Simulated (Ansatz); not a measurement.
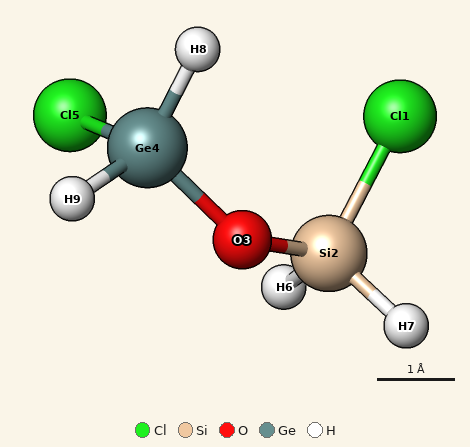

The input geometry of run 1 (ball-and-stick view, seen at a tilt; atoms are numbered from 1 in the order of the input). Sticks mark near contacts. Bond lengths as drawn: Cl–Ge 2.15 Å, Cl–Si 2.06 Å, Ge–H 1.53 Å, Ge–O 1.77 Å, H–Si 1.48 Å and O–Si 1.63 Å.

## Two runs on GeSiH4Cl2O

System: GeSiH4Cl2O, SMILES Cl[SiH2][O][GeH2][Cl].
Method of run 1: RKS r2SCAN-D4/def2-TZVPP (Ansatz 0.2.0).

The geometry comes from this level: PBE0-D4/def2-TZVP. Text and figures count atoms from 1; the logs count them from 0 in places.

## Input, run 1
```yaml
crystal:
  periodic: [false, false, false]
  atoms:
    - {symbol: Cl, position_ang: [-0.974345, -2.278563, 0.548558]}
    - {symbol: Si, position_ang: [-0.675539, -0.968427, -1.008455]}
    - {symbol: O, position_ang: [-0.445320, 0.535391, -0.435220]}
    - {symbol: Ge, position_ang: [0.483354, 1.233630, 0.895235]}
    - {symbol: Cl, position_ang: [2.443062, 0.361173, 0.843788]}
    - {symbol: H, position_ang: [0.505160, -1.449934, -1.755947]}
    - {symbol: H, position_ang: [-1.897480, -0.958900, -1.837590]}
    - {symbol: H, position_ang: [-0.169405, 0.857622, 2.225552]}
    - {symbol: H, position_ang: [0.604513, 2.725705, 0.593078]}
basis:
  gaussian: {orbitals: def2-TZVPP}
hamiltonian: {xc: r2scan, dispersion: d4}
output: {forces: true, orbitals: {seedname: orbitals}}
```

Launched with:
```bash
ansatz run in.yaml --threads 4 --pin off --events-out ev --progress --plain --max-ram 10444MiB
```

Hardware: 4 threads of Arm Neoverse V2, 23 GiB of memory available, shared host.

## Output (run 1)
```
Functional definition: r2SCAN
  parameter k0 = 0.174
  parameter k1 = 0.065
  parameter a1 = 4.9479
  exchange = r2scan_x(k0 = k0, k1 = k1, a1 = a1)
  correlation = r2scan_c
1621 factors; their error is unknown
mean field evaluation 1: about -91550.3083 eV, gradient 6.3e1 eV
mean field evaluation 2: about -91515.9680 eV, gradient 1.4e2 eV
mean field evaluation 4: about -91556.1894 eV, gradient 9.7e0 eV
mean field evaluation 8: about -91556.3326 eV, gradient 1.8e-1 eV
mean field evaluation 16: about -91556.2893 eV, gradient 1.7e-4 eV
mean field -91556.28934220 eV, -3364.6315742442 hartree, gradient 1.6e-5 eV, S^2 0.000000; 0 other end points of the search recorded, 0 dependent functions left out
the calculation of the forces begins
reference -91556.28935504 eV, -3364.6315747159 hartree; 46, 46 occupied and 215, 215 virtual orbitals, 1621 factors
Total energy: -91556.35784984 eV, -3364.6340918532 hartree
Atom 0 at    -0.974345    -2.278563     0.548558 Å, force    -0.009519    -0.039910     0.044994 eV/Å
Atom 1 at    -0.675539    -0.968427    -1.008455 Å, force     0.004941    -0.043801    -0.061219 eV/Å
Atom 2 at    -0.445320     0.535391    -0.435220 Å, force    -0.029436     0.062371    -0.031584 eV/Å
Atom 3 at     0.483354     1.233630     0.895235 Å, force    -0.018507     0.075300     0.079980 eV/Å
Atom 4 at     2.443062     0.361173     0.843788 Å, force     0.042301    -0.020374    -0.001946 eV/Å
Atom 5 at     0.505160    -1.449934    -1.755947 Å, force    -0.025772     0.010014     0.002189 eV/Å
Atom 6 at    -1.897480    -0.958900    -1.837590 Å, force     0.029982     0.005011     0.007792 eV/Å
Atom 7 at    -0.169405     0.857622     2.225552 Å, force     0.016490     0.007368    -0.045059 eV/Å
Atom 8 at     0.604513     2.725705     0.593078 Å, force    -0.010481    -0.055979     0.004854 eV/Å
Dipole moment:    -0.139667     0.360042     0.022294 e Å
```

For run 2 the input was changed thus:
```diff
-hamiltonian: {xc: r2scan, dispersion: d4}
+hamiltonian: {xc: pbe, dispersion: d4}
```

Predict how the results change.

The total energies belong to different models, so their difference says nothing on which is more stable or more accurate. The largest force goes from 0.111 to 0.503 eV/Å. The HOMO goes from −7.78 to −7.41 eV. The LUMO goes from −0.86 to −1.21 eV. The dipole moment goes from 1.86 to 1.78 D. On the same kind of shared host run 2 took about 0.45 times as long.

## Output (run 2)
```
Functional definition: PBE
  parameter kappa = 0.804
  parameter beta = 0.06672455060314922
  exchange = pbe_x(kappa = kappa, mu = beta*pi^2/3)
  correlation = pbe_c(beta = beta)
1621 factors; their error is unknown
mean field evaluation 1: about -91526.9898 eV, gradient 7.0e1 eV
mean field evaluation 2: about -91468.3804 eV, gradient 1.8e2 eV
mean field evaluation 4: about -91534.1457 eV, gradient 1.5e1 eV
mean field evaluation 8: about -91534.4889 eV, gradient 2.6e-1 eV
mean field evaluation 16: about -91534.4461 eV, gradient 3.6e-4 eV
mean field -91534.44609842 eV, -3363.8288498410 hartree, gradient 4.7e-5 eV, S^2 0.000000; 0 other end points of the search recorded, 0 dependent functions left out
the calculation of the forces begins
reference -91534.44614559 eV, -3363.8288515744 hartree; 46, 46 occupied and 215, 215 virtual orbitals, 1621 factors
Total energy: -91534.72984121 eV, -3363.8392771963 hartree
Atom 0 at    -0.974345    -2.278563     0.548558 Å, force    -0.047806    -0.202986     0.209424 eV/Å
Atom 1 at    -0.675539    -0.968427    -1.008455 Å, force    -0.012463    -0.297302    -0.167596 eV/Å
Atom 2 at    -0.445320     0.535391    -0.435220 Å, force    -0.258820     0.336591    -0.270242 eV/Å
Atom 3 at     0.483354     1.233630     0.895235 Å, force     0.086032     0.203099     0.310777 eV/Å
Atom 4 at     2.443062     0.361173     0.843788 Å, force     0.324929    -0.134689     0.002327 eV/Å
Atom 5 at     0.505160    -1.449934    -1.755947 Å, force     0.139507    -0.059143    -0.098418 eV/Å
Atom 6 at    -1.897480    -0.958900    -1.837590 Å, force    -0.145208     0.018671    -0.104483 eV/Å
Atom 7 at    -0.169405     0.857622     2.225552 Å, force    -0.088155    -0.049210     0.165885 eV/Å
Atom 8 at     0.604513     2.725705     0.593078 Å, force     0.001986     0.184968    -0.047674 eV/Å
Dipole moment:    -0.130446     0.346295     0.024946 e Å
```

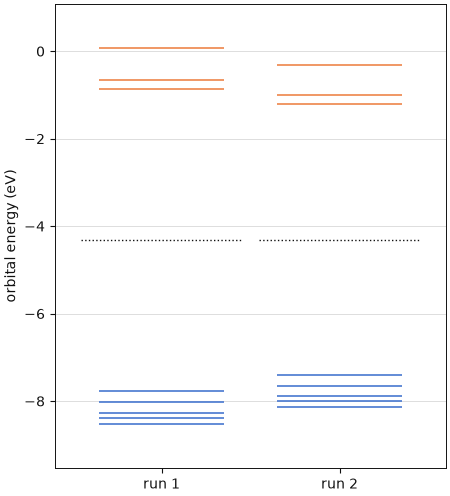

The five highest filled and three lowest empty orbital energies of the two runs; the dotted lines part filled from empty levels. The HOMO–LUMO gap is 6.91 eV in run 1 and 6.21 eV in run 2.

## The two runs side by side

```tsv
quantity	run 1	run 2
outcome	converged	converged
total energy (hartree)	−3364.634092	−3363.839277
HOMO (eV)	−7.78	−7.41
LUMO (eV)	−0.86	−1.21
dipole moment (D)	1.86	1.78
largest force (eV/Å)	0.111	0.503
basis functions	261	261
wall time (shared host)	8 s	3.6 s
```
